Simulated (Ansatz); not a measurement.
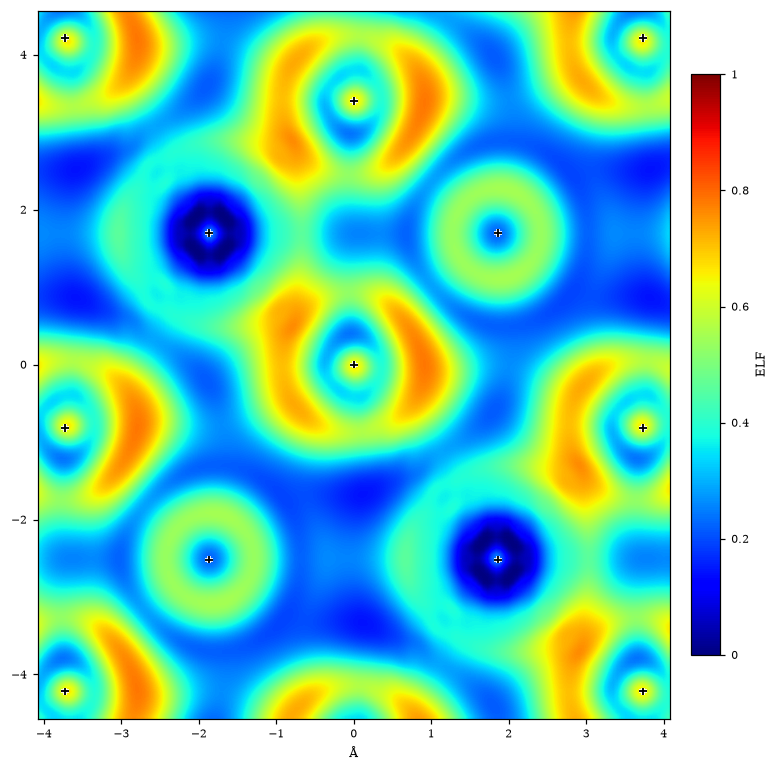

The electron localisation function on a plane through atoms (crosses mark nuclei in the plane).

The calculation used Ansatz, DFT PBE, scalar-relativistic, plane waves, PAW.

Candidates:
A. Zr₃TiB₄, a = 3.12 Å, b = 3.12 Å, c = 12.26 Å, α = 90.00°, β = 90.00°, γ = 120.00°. Space group P-6m2; a generated structure, not necessarily the stable one; computed without spin polarisation.
B. ZrAg₄Se₃, a = 5.58 Å, b = 5.58 Å, c = 5.58 Å, α = 90.00°, β = 90.00°, γ = 90.00°. Space group Pm-3m; a generated structure, not necessarily the stable one.
C. Zr₂Si₄GePd, a = 5.97 Å, b = 5.97 Å, c = 7.46 Å, α = 90.00°, β = 90.00°, γ = 90.00°. Space group I-42m; a generated structure, not necessarily the stable one.

Which system is this?

Answer. Candidate C: Zr₂Si₄GePd on the (110) plane of the conventional cell, which holds Si, Ge and Pd. Si–Pd (2.52 Å): the ELF peaks at about 0.75 in the valence shell of Si, 0.9 Å from its nucleus, and drops to about 0.30 between the two atoms. Si–Ge (2.53 Å): the ELF peaks at about 0.75 in the valence shell of Si, 1.0 Å from its nucleus, and is about 0.70 at the midpoint.
